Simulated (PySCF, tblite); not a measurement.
# 2,2-difluorobutane (C4H8F2): a rotation path, then NMR shifts on frames, part 2 of 2

tblite 0.8.0 and PySCF 2.14.0. Atoms count from 0.

### Step 5. Shielding tensors: image 4, PBE0/pcSseg-1

Job settings and geometry (Å):

```
{"job": {"kind": "nmr", "xc": "PBE0", "basis": "pcSseg-1", "pop": false}, "charge": 0, "multiplicity": 1}
C     -1.832100    -0.101800     0.293900
C     -0.535600    -0.650200    -0.292400
C      0.552900     0.426600    -0.444100
C      1.824300     0.172300     0.345900
F      0.874100     0.548100    -1.772900
F      0.075000     1.663700    -0.110100
H     -2.603500    -0.866700     0.267600
H     -1.683100     0.214100     1.323900
H     -2.174400     0.752700    -0.283200
H     -0.156300    -1.456900     0.335900
H     -0.731500    -1.058600    -1.286300
H      1.610200     0.236600     1.408300
H      2.219500    -0.810100     0.107100
H      2.559700     0.929500     0.084200
```

Level: GIAO PBE0/pcSseg-1 NMR shielding, non-relativistic, gas phase.

Output:

```text
coarse grid: 11480 points
cycle   1  E = -356.3750251648  dE =  5.390e-01  |g| = 7.339e-01  |ddm| = 3.007e+00
cycle   2  E = -356.3059697545  dE =  6.906e-02  |g| = 1.020e+00  |ddm| = 9.814e-01
cycle   3  E = -356.4713767433  dE = -1.654e-01  |g| = 7.795e-02  |ddm| = 5.720e-01
cycle   4  E = -356.4725349135  dE = -1.158e-03  |g| = 2.970e-02  |ddm| = 6.971e-02
cycle   5  E = -356.4727253887  dE = -1.905e-04  |g| = 4.007e-03  |ddm| = 2.350e-02
cycle   6  E = -356.4727285799  dE = -3.191e-06  |g| = 1.403e-03  |ddm| = 4.285e-03
final grid: 111016 points
cycle   7  E = -356.5234860275  dE = -4.708e-05  |g| = 8.620e-03  |ddm| = 2.498e-02
cycle   8  E = -356.5234771750  dE =  8.853e-06  |g| = 1.125e-02  |ddm| = 1.382e-02
cycle   9  E = -356.5235029484  dE = -2.577e-05  |g| = 1.052e-03  |ddm| = 7.334e-03
cycle  10  E = -356.5235031223  dE = -1.739e-07  |g| = 2.497e-04  |ddm| = 7.874e-04
cycle  11  E = -356.5235031327  dE = -1.035e-08  |g| = 4.764e-05  |ddm| = 1.558e-04
cycle  12  E = -356.5235031331  dE = -4.608e-10  |g| = 1.519e-05  |ddm| = 4.678e-05
converged SCF energy = -356.5235031331

GIAO shielding tensors (ppm)
atom      isotropic    diamagn.    paramagn.     s11        s22        s33       span
  0 C      176.691     246.234     -69.543    168.913    177.987    183.173     14.260
  1 C      149.381     251.306    -101.925    130.250    138.347    179.547     49.297
  2 C       58.367     239.680    -181.314     40.118     53.618     81.364     41.245
  3 C      157.727     250.391     -92.665    139.610    147.470    186.101     46.492
  4 F      265.552     475.012    -209.461    165.691    298.005    332.960    167.269
  5 F      292.046     476.274    -184.228    192.275    320.558    363.305    171.030
  6 H       30.771      28.545       2.226     26.150     27.884     38.279     12.129
  7 H       30.688      30.058       0.630     26.362     28.921     36.779     10.417
  8 H       30.193      29.763       0.430     25.380     29.346     35.853     10.473
  9 H       29.814      32.199      -2.385     25.506     30.331     33.604      8.098
 10 H       29.425      31.169      -1.744     25.063     29.319     33.893      8.830
 11 H       30.224      30.469      -0.246     26.770     28.629     35.272      8.503
 12 H       30.297      29.962       0.335     26.814     28.521     35.556      8.742
 13 H       29.878      28.574       1.304     26.274     27.677     35.683      9.409
```

Wall time 35 s (1 thread of Intel Xeon at 2.50GHz, shared host); peak memory 0.75 GiB.

This run: δ C2 128.6, C1 37.5, C3 29.2, C0 10.2, H10 2.29, H9 1.90 ppm.

### Step 6. Nuclear shieldings: image 6, PBE0/pcSseg-1

Job settings and geometry (Å):

```
{"job": {"kind": "nmr", "xc": "PBE0", "basis": "pcSseg-1", "pop": false}, "charge": 0, "multiplicity": 1}
C     -1.917700    -0.088300     0.125900
C     -0.514700    -0.645300    -0.095000
C      0.527800     0.464000    -0.274700
C      1.923700     0.113300     0.210300
F      0.585900     0.803500    -1.601900
F      0.129800     1.616600     0.345600
H     -2.645400    -0.895300     0.119700
H     -1.971300     0.427100     1.082000
H     -2.172200     0.616600    -0.661300
H     -0.225700    -1.274900     0.746300
H     -0.495900    -1.252600    -1.002900
H      1.913300     0.003400     1.290400
H      2.259900    -0.809400    -0.251800
H      2.602000     0.920900    -0.054800
```

Method: GIAO PBE0/pcSseg-1 NMR shielding, non-relativistic, gas phase.

Output:

```text
coarse grid: 11480 points
cycle   1  E = -356.3798969654  dE =  5.400e-01  |g| = 7.318e-01  |ddm| = 3.010e+00
cycle   2  E = -356.3116738409  dE =  6.822e-02  |g| = 1.016e+00  |ddm| = 9.706e-01
cycle   3  E = -356.4756967893  dE = -1.640e-01  |g| = 7.824e-02  |ddm| = 5.662e-01
cycle   4  E = -356.4768647088  dE = -1.168e-03  |g| = 2.918e-02  |ddm| = 6.919e-02
cycle   5  E = -356.4770486215  dE = -1.839e-04  |g| = 3.881e-03  |ddm| = 2.285e-02
cycle   6  E = -356.4770515769  dE = -2.955e-06  |g| = 1.365e-03  |ddm| = 4.072e-03
final grid: 111016 points
cycle   7  E = -356.5265524452  dE = -4.358e-05  |g| = 8.479e-03  |ddm| = 2.251e-02
cycle   8  E = -356.5265439494  dE =  8.496e-06  |g| = 1.107e-02  |ddm| = 1.339e-02
cycle   9  E = -356.5265685922  dE = -2.464e-05  |g| = 1.009e-03  |ddm| = 7.120e-03
cycle  10  E = -356.5265687570  dE = -1.648e-07  |g| = 2.299e-04  |ddm| = 7.477e-04
cycle  11  E = -356.5265687659  dE = -8.874e-09  |g| = 4.329e-05  |ddm| = 1.405e-04
cycle  12  E = -356.5265687663  dE = -3.888e-10  |g| = 1.470e-05  |ddm| = 4.320e-05
converged SCF energy = -356.5265687663

GIAO shielding tensors (ppm)
atom      isotropic    diamagn.    paramagn.     s11        s22        s33       span
  0 C      177.612     245.900     -68.289    170.684    177.791    184.360     13.675
  1 C      150.306     251.197    -100.890    136.184    138.934    175.801     39.617
  2 C       58.549     240.310    -181.760     40.874     54.897     79.878     39.004
  3 C      158.292     249.763     -91.471    140.706    147.057    187.113     46.407
  4 F      283.016     475.958    -192.942    162.422    330.943    355.685    193.263
  5 F      294.639     476.476    -181.837    201.541    324.632    357.743    156.202
  6 H       30.788      28.457       2.331     26.135     27.959     38.269     12.134
  7 H       30.390      29.764       0.626     25.749     28.996     36.425     10.675
  8 H       30.357      29.418       0.939     25.683     29.150     36.238     10.555
  9 H       29.939      32.290      -2.351     25.245     30.484     34.087      8.842
 10 H       29.689      31.473      -1.784     25.819     29.067     34.180      8.361
 11 H       30.377      30.147       0.230     26.874     28.504     35.753      8.879
 12 H       30.185      29.770       0.415     26.689     28.434     35.431      8.742
 13 H       29.826      28.521       1.305     26.194     27.632     35.652      9.458
```

Run time: 34 s. Hardware: 1 thread of Intel Xeon at 2.50GHz, shared host; peak memory 0.75 GiB.

In short: δ C2 128.4, C1 36.6, C3 28.6, C0 9.3, H10 2.03, H13 1.89 ppm.

### Step 7. NMR shieldings: image 8, PBE0/pcSseg-1

Job settings and geometry (Å):

```
{"job": {"kind": "nmr", "xc": "PBE0", "basis": "pcSseg-1", "pop": false}, "charge": 0, "multiplicity": 1}
C     -1.940200    -0.105900    -0.049200
C     -0.509500    -0.611200     0.106900
C      0.512100     0.505100    -0.094200
C      1.958800     0.068500     0.061600
F      0.344600     1.065800    -1.332100
F      0.256100     1.528300     0.778700
H     -2.641300    -0.924100     0.091200
H     -2.149500     0.666300     0.687200
H     -2.086300     0.313300    -1.041800
H     -0.360400    -1.024100     1.105600
H     -0.301200    -1.390100    -0.628000
H      2.116000    -0.324400     1.061700
H      2.190400    -0.693900    -0.676200
H      2.609900     0.925700    -0.093600
```

With the program's defaults for keys left out, this is: GIAO PBE0/pcSseg-1 NMR shielding, non-relativistic, gas phase.

Output:

```text
coarse grid: 11480 points
cycle   1  E = -356.3839932250  dE =  5.409e-01  |g| = 7.290e-01  |ddm| = 3.014e+00
cycle   2  E = -356.3176323210  dE =  6.636e-02  |g| = 1.008e+00  |ddm| = 9.527e-01
cycle   3  E = -356.4790669015  dE = -1.614e-01  |g| = 7.830e-02  |ddm| = 5.552e-01
cycle   4  E = -356.4802327411  dE = -1.166e-03  |g| = 2.893e-02  |ddm| = 6.872e-02
cycle   5  E = -356.4804135599  dE = -1.808e-04  |g| = 3.804e-03  |ddm| = 2.264e-02
cycle   6  E = -356.4804163772  dE = -2.817e-06  |g| = 1.351e-03  |ddm| = 3.952e-03
final grid: 111016 points
cycle   7  E = -356.5298461168  dE = -4.372e-05  |g| = 8.709e-03  |ddm| = 2.482e-02
cycle   8  E = -356.5298372518  dE =  8.865e-06  |g| = 1.138e-02  |ddm| = 1.391e-02
cycle   9  E = -356.5298632400  dE = -2.599e-05  |g| = 1.050e-03  |ddm| = 7.271e-03
cycle  10  E = -356.5298634190  dE = -1.791e-07  |g| = 2.345e-04  |ddm| = 7.622e-04
cycle  11  E = -356.5298634282  dE = -9.183e-09  |g| = 4.413e-05  |ddm| = 1.472e-04
cycle  12  E = -356.5298634286  dE = -3.972e-10  |g| = 1.495e-05  |ddm| = 4.256e-05
converged SCF energy = -356.5298634286

GIAO shielding tensors (ppm)
atom      isotropic    diamagn.    paramagn.     s11        s22        s33       span
  0 C      179.236     245.713     -66.476    172.224    177.447    188.037     15.813
  1 C      150.858     251.119    -100.261    139.265    141.196    172.114     32.850
  2 C       58.621     241.097    -182.477     41.670     55.438     78.754     37.084
  3 C      159.107     249.270     -90.163    142.354    146.046    188.920     46.566
  4 F      299.831     476.442    -176.611    188.559    330.959    379.976    191.417
  5 F      299.979     476.452    -176.472    190.153    331.034    378.751    188.598
  6 H       30.841      28.392       2.449     26.137     28.046     38.341     12.205
  7 H       30.304      29.431       0.872     25.280     29.302     36.329     11.049
  8 H       30.307      29.426       0.881     25.283     29.330     36.309     11.026
  9 H       30.018      32.039      -2.021     25.573     29.911     34.569      8.996
 10 H       30.013      32.022      -2.009     25.590     29.877     34.571      8.981
 11 H       30.303      29.806       0.497     26.684     28.498     35.728      9.044
 12 H       30.296      29.791       0.504     26.694     28.472     35.720      9.026
 13 H       29.740      28.381       1.359     26.141     27.483     35.595      9.454
```

Wall time 34 s (1 thread of Intel Xeon at 2.50GHz, shared host); peak memory 0.75 GiB.

This run: δ C2 128.3, C1 36.1, C3 27.8, C0 7.7, H13 1.98, H10 1.70 ppm.

### Step 8. Run by run: NMR shifts

Shifts (ppm) of some atoms, chosen among heavy atoms and hydrogens apart, with basis size and wall time:

```csv
frame,C2,C3,C0,H10,H7,F4,F5,functions,time
image 0,130.6,24.1,10.5,2.09,0.89,-109.0,-124.3,142,37 s
image 2,129.5,26.2,10.4,2.17,0.84,-100.8,-126.3,142,36 s
image 4,128.6,29.2,10.2,2.29,1.03,-94.6,-121.1,142,35 s
image 6,128.4,28.6,9.3,2.03,1.33,-112.1,-123.7,142,34 s
image 8,128.3,27.8,7.7,1.70,1.41,-128.9,-129.0,142,34 s
```

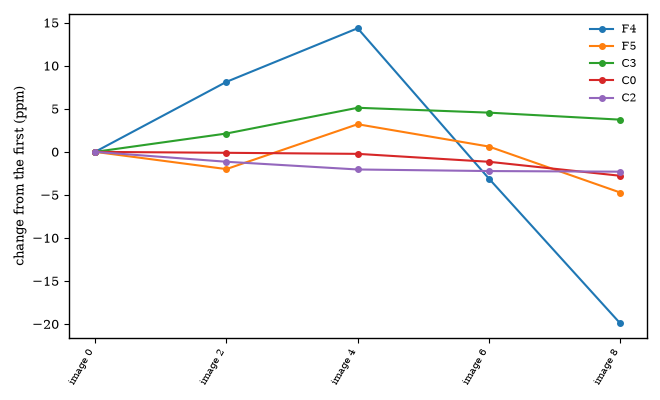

How five of the tabulated atoms move from run to run.

### Step 9. Outcome

The summary covers parts 1 to 2.

```
                                         quantity                                               value
                                          barrier                  0.114 eV (2.6 kcal/mol) at image 4
                            end to end (GFN2-xTB)                                            0.010 eV
  13C shifts against TMS (PBE0/pcSseg-1, image 0)                         130.6, 36.1, 24.1, 10.5 ppm
   1H shifts against TMS (PBE0/pcSseg-1, image 0)  2.09, 1.88, 1.67, 1.60, 1.24, 1.17, 1.11, 0.89 ppm
19F shifts against CFCl3 (PBE0/pcSseg-1, image 0)                                  -109.0, -124.3 ppm
                         range of the shift of F4                                 -128.9 to -94.6 ppm
```

What this shows: Along the band the dihedral turns by 123°, and the top (dihedral -5°) lies 2.6 kcal/mol above the start (GFN2-xTB, rough), so at room temperature this motion is fast. Ends this close can change order at a higher level. The top was not checked by a frequency run. Shifts at one fixed geometry are not the observed spectrum, which averages over the motion. In ppm, F4 moves most: its shift spreads over 34.3 ppm, from -128.9 (image 8) to -94.6 (image 4).
